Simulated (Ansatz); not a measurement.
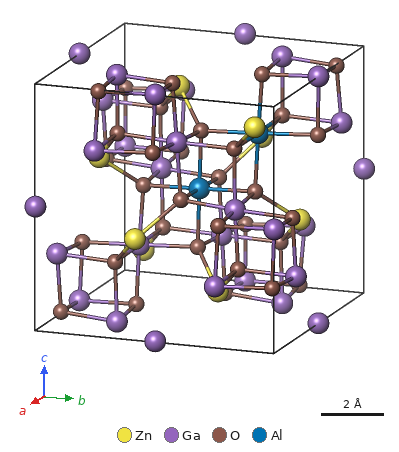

This is the input geometry for a relaxation of solid Zn8Ga14O32Al2 (a generated structure, set up in P1). The picture is a ball-and-stick view of the cell of the calculation, seen slightly off an axis.

All numbers below come from DFT, PBEsol, PAW, plane waves in Ansatz 0.2.0.

(plane-wave cutoff 420 eV; k-point mesh 1 × 1 × 1; mesh shifted by (0.25, 0.25, 0.25); no spin polarisation; cell relaxed at fixed shape; force threshold 0.03 eV/Å; at most 80 steps)

```
Zn Ga O Al
1.0
     8.31011    0.00000    0.00000
     0.00000    8.31011    0.00000
     0.00000    0.00000    8.31011
Zn Ga O Al
8 14 32 2
Direct
  0.87854 0.37306 0.37605
  0.36999 0.87242 0.37613
  0.37923 0.37049 0.87460
  0.12248 0.12536 0.12297
  0.87361 0.87221 0.87374
  0.62511 0.62491 0.12489
  0.62284 0.12722 0.62238
  0.12838 0.62242 0.62858
  0.49795 0.99795 0.99945
  0.75228 0.25014 0.99933
  0.75096 0.99909 0.25115
  0.99915 0.50319 0.00342
  0.24993 0.75339 0.99655
  0.00133 0.00248 0.50344
  0.24538 0.24586 0.49596
  0.24921 0.50023 0.25001
  0.50359 0.24985 0.24981
  0.75318 0.74475 0.49800
  0.25115 0.00195 0.75120
  0.75046 0.50018 0.74857
  0.99882 0.75214 0.24857
  0.99771 0.24836 0.75140
  0.51082 0.01473 0.24068
  0.73787 0.23693 0.23639
  0.51428 0.24188 0.01103
  0.73734 0.01068 0.01372
  0.01037 0.51005 0.23629
  0.23774 0.74117 0.24066
  0.01427 0.73590 0.01147
  0.24201 0.51103 0.01433
  0.00835 0.00623 0.74047
  0.23790 0.23748 0.73999
  0.01504 0.24176 0.50701
  0.23502 0.01248 0.50957
  0.26245 0.25874 0.26153
  0.48967 0.48968 0.25931
  0.48614 0.26106 0.48784
  0.26121 0.49255 0.48547
  0.51429 0.51316 0.73931
  0.73882 0.73607 0.74133
  0.50846 0.73685 0.51137
  0.74017 0.51297 0.51342
  0.76100 0.76067 0.26020
  0.99424 0.99120 0.26222
  0.98343 0.76150 0.49060
  0.76295 0.98909 0.48992
  0.76196 0.25659 0.76522
  0.98568 0.48721 0.76228
  0.98910 0.26195 0.99170
  0.76219 0.48640 0.98984
  0.26216 0.75803 0.76155
  0.48715 0.99209 0.75888
  0.49301 0.76077 0.98493
  0.26304 0.98495 0.98392
  0.49922 0.49988 0.49930
  0.50270 0.74744 0.74715
```

What does the optimiser find from here?

The largest move is that of O52, 0.10 Å along [1 −3 0]. By element the largest moves are O 0.10 Å, Ga 0.08 Å, Zn 0.06 Å, Al 0.03 Å. The cell doesn't change. Some distances before and after: O52–Al56 2.040 → 1.934 Å, O42–Al55 2.009 → 1.926 Å, O51–Al56 2.004 → 1.922 Å, Ga15–O33 1.917 → 1.997 Å. Among the angles between lasting bonds that change: O37–Zn7–O47 112.1° → 107.3°, Zn8–O38–Ga16 124.2° → 120.1°, Zn2–O41–Ga18 122.4° → 118.2°. The space group (tolerance 0.01 Å) goes from P1 (No. 1) to Cmm2 (No. 35). Over 4 geometry steps the energy falls by 14.0 meV per atom. Largest force component: 1.2 eV/Å at the start, 0.015 eV/Å at the end. Pressure: 0.41 GPa at the start and −0.03 GPa at the end. The run took 35 s on 7 threads of Arm Neoverse-V2, peak memory 1.5 GiB.

After the run, drawn alike:

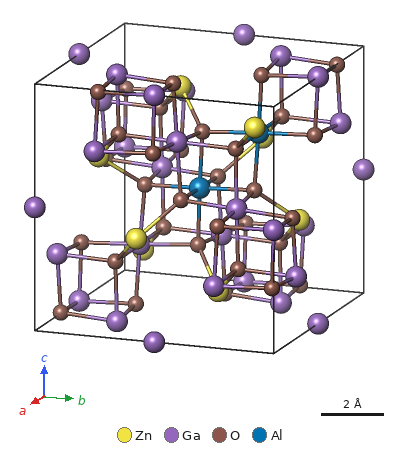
